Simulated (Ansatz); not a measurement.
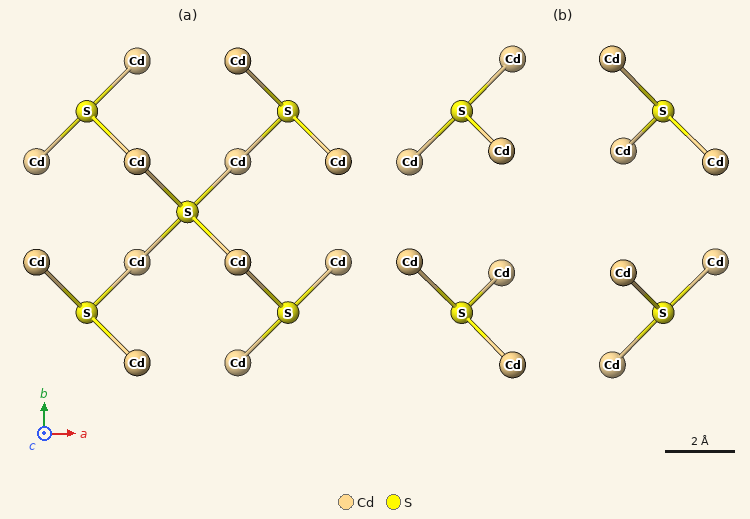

Left: perfect CdS. Right: the same region with one point defect, after relaxing the atoms in a supercell of 54 sites. Style: ball-and-stick. Shown: the atoms within 5.4 Å of one point, in a slice 5.0 Å thick across the line of sight, along the c axis.

All numbers below come from DFT, PBE, plane-wave PAW, default files, scalar-relativistic (Ansatz). Settings: plane-wave cutoff 420 eV; k-point mesh 2 × 2 × 2; occupations fermi dirac; smearing width 0.01 eV; no spin polarisation. A uniform background neutralises the charged cell. The axes drawn are those of the host's conventional cell.

What kind of defect was made?

Answer. A sulfur atom is taken out (a vacancy).

The charge state of the cell is +2.

What does the relaxation do around it?

Answer. Around the empty S site the host had 4 Cd at 2.53 Å; after relaxation the nearest atoms are 4 Cd at 3.06 Å. Of the host's atoms, a cadmium atom moves furthest from its site, by 0.53 Å. Relaxing the atoms from the host's sites lowers the energy by 1.15 eV.

Limits of the set-up: the cell is charged, on a uniform background, and energies carry no finite-size correction.
